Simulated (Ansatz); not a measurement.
# H4N2Si···HF: what the fields show

The calculation's input:

```
crystal:
  periodic: [false, false, false]
  atoms:
    - {symbol: Si, position_ang: [0.047071, -0.141240, -0.185503]}
    - {symbol: F, position_ang: [0.697033, -2.026331, -2.739721]}
    - {symbol: H, position_ang: [0.507160, -1.478108, -1.994892]}
    - {symbol: N, position_ang: [-0.739450, 1.369369, -0.156424]}
    - {symbol: N, position_ang: [0.408243, -0.406442, 1.457928]}
    - {symbol: H, position_ang: [-1.072133, 1.784399, -1.011201]}
    - {symbol: H, position_ang: [-0.933022, 1.947586, 0.647006]}
    - {symbol: H, position_ang: [0.886175, -1.245259, 1.743496]}
    - {symbol: H, position_ang: [0.198924, 0.196025, 2.239311]}
basis:
  gaussian: {orbitals: def2-TZVPP}
hamiltonian: {xc: pbe0, dispersion: d4}
output: {orbitals: {seedname: orbitals}}
```

Launched as:

```sh
ansatz run in.yaml --threads 4 --pin off --events-out ev --progress --plain --max-ram 9574MiB
```

The product side of a reaction path; geometry: PBE0-D4/def2-TZVP.

Method: Ansatz 0.2.0, RKS PBE0-D4/def2-TZVPP.

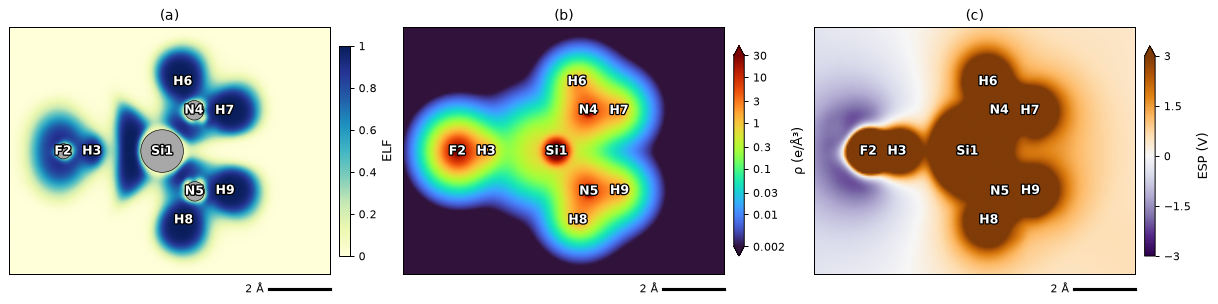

Figure 1. (a) electron localisation function; (b) electron density; (c) molecular electrostatic potential on the molecular plane. Grey discs cover the atomic cores in the ELF map.

### Describe what can be read from this map.

- Atoms in the plane: Si, F, H and N.
- Si1···H3 (2.30 Å): the density falls to about 0.2 e/Å³ on the way; the ELF dips to about 0.30 between them.
- Si–N (1.70 Å): ρ at the midpoint is about 1.1 e/Å³; the ELF peaks at about 0.90 between the atoms: a polar covalent bond.
- F–H (0.94 Å): the density is about 4.5 e/Å³ at the midpoint; the ELF climbs to about 0.95 towards the hydrogen, as it does in any bond to H (an ordinary covalent bond to hydrogen).
- N–H (1.01 Å): the density is about 2.9 e/Å³ at the midpoint; the ELF climbs to about 1 towards the hydrogen: a covalent bond by its length.
- The ELF also peaks beside F2, away from the bonds: lone-pair regions.
- Outside the dense part of the complex the potential is most negative (−2.1 V) near F2.

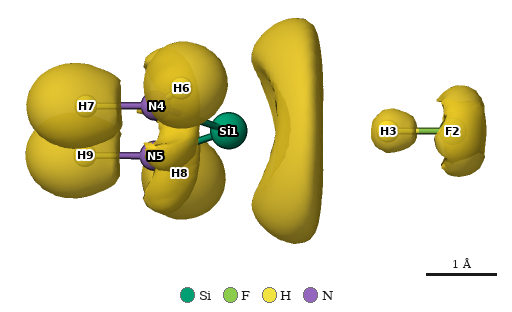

Figure 2. Isosurface of the electron localisation function at 0.85 (yellow), seen from one side. Core shells and regions of very low density are left out.

### Describe the localisation domains.

At this value the surface marks out two regions between bonded N–Si atoms (shared pairs), five regions around hydrogen nuclei, one lobe on Si, pointing away from the bonds (lone pairs) and one region wrapped around F (its lone pairs, merged into a ring or cap).

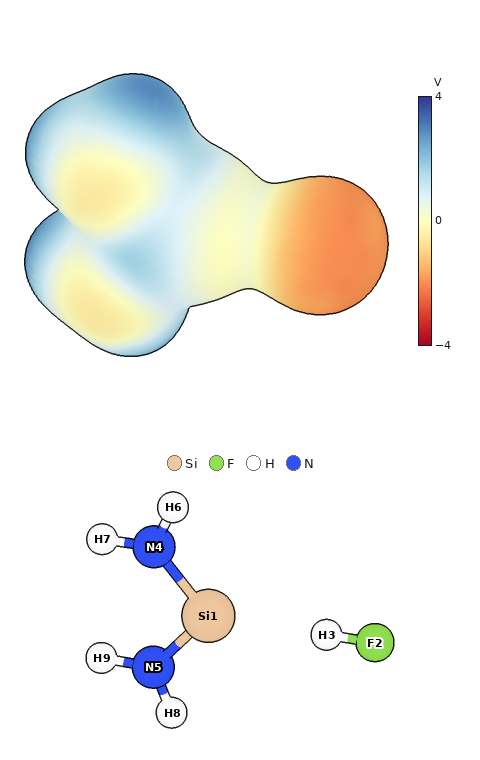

Figure 3. The molecular electrostatic potential painted on the density surface at 0.004 e/bohr³, seen at a tilt; the colour scale runs from red (negative) to blue (positive). The bare structure is drawn below in the same view.

### Where is the surface potential most negative and most positive?

The most negative region (about −2.0 V) lies over F2, the most positive (about +3.0 V) over H7 and H9.
